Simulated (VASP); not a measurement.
Band structure of NaH (rock salt). Level of theory: r2SCAN meta-GGA, VASP's PBE PAW potentials (set 64) (plane waves; VASP).

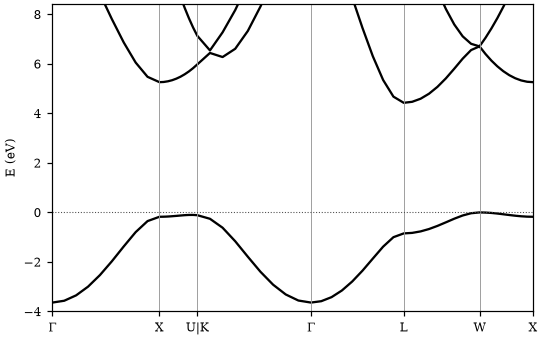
Fig. 1. Bands along high-symmetry lines, zero at the valence-band maximum or, without a gap, the Fermi level

Question: Read the plot: is there a gap, and where are the band edges?

Answer: The gap is indirect, 4.43 eV, from the valence maximum at W to the conduction minimum at L.

The compound is NaH in the rock salt structure. It was relaxed first, which changed the volume by -6 %.
